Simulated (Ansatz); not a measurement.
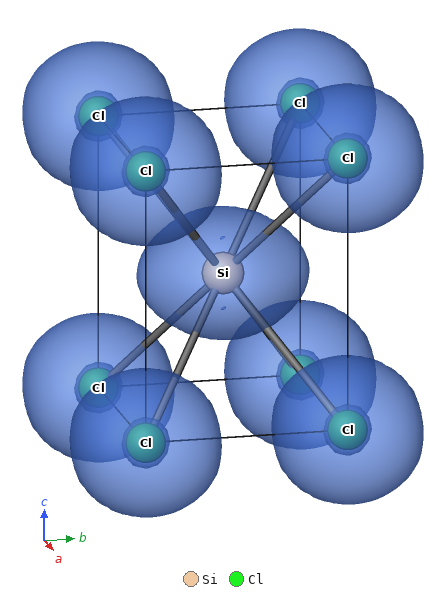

Figure. SiCl. Isosurface of the electron localisation function at 0.65 (blue), seen slightly off an axis. Core shells and regions of very low density are left out. Sticks mark near contacts.

Space group P4/mmm; started from the CuAu (L1_0)_123 prototype, which need not be the ambient phase; computed without spin polarisation.

Computed with DFT PBE, scalar-relativistic, plane waves, PAW (Ansatz).

```
Si Cl
1.0
     3.06014    0.00000    0.00000
     0.00000    3.06014    0.00000
     0.00000    0.00000    4.16541
Si Cl
1 1
Cartesian
  1.5301 1.5301 2.0827
  0.0000 0.0000 0.0000
```

Where are the electrons localised?

At this value the surface marks out one region wrapped around Cl (its valence shell) and one region wrapped around Si (its valence shell), counted in one cell of 2 atoms. Regions shared between cells count once.

Values along the shortest contacts:
Si–Cl (3.00 Å): the ELF is about 0.20 at the midpoint (no localised pair shows between them). Si–Si (3.06 Å): the ELF peaks at about 0.90 in the valence shell of Si, 0.9 Å from its nucleus, and drops to about 0.55 between the two atoms.
